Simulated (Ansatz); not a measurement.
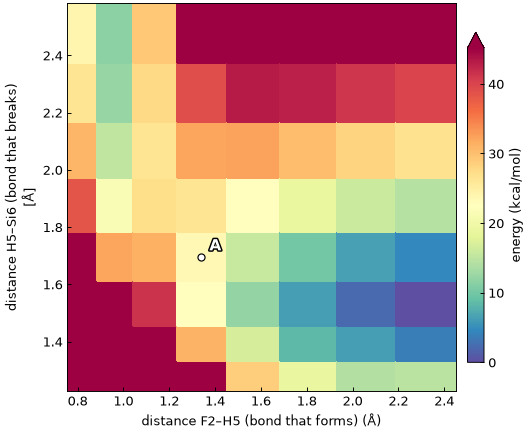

The reacting system FGaH₆Si (fragments FGaH₂ + H₄Si where the first distance is long, GaH₅Si + FH where the second is long). 
- First axis: distance F2–H5 (bond that forms). Second axis: distance H5–Si6 (bond that breaks).
- Relaxed at each point: all other coordinates.
- Grid: 8 × 8 points.
- Points are written as (first, second).
- All energies are given in kcal/mol relative to the lowest grid point.
- Energies and slopes of some neighbouring points disagree (a jump in structure or state, or too coarse a mesh). The reference is spin-restricted, so regions where a bond is pulled apart into radicals lie too high.
- All numbers below come from Ansatz, RKS PBE0-D4/def2-SVP.

Drawn: one coloured cell a grid point, one colour for all values above the top of the scale, the point A.

**Which way does the force act at A, and how strong is it?**

A, at (1.339 Å, 1.694 Å), is not a stationary point. The computed force is 39 kcal/mol for each Å towards larger values of the first coordinate and 4 kcal/mol for each Å towards smaller values of the second coordinate.
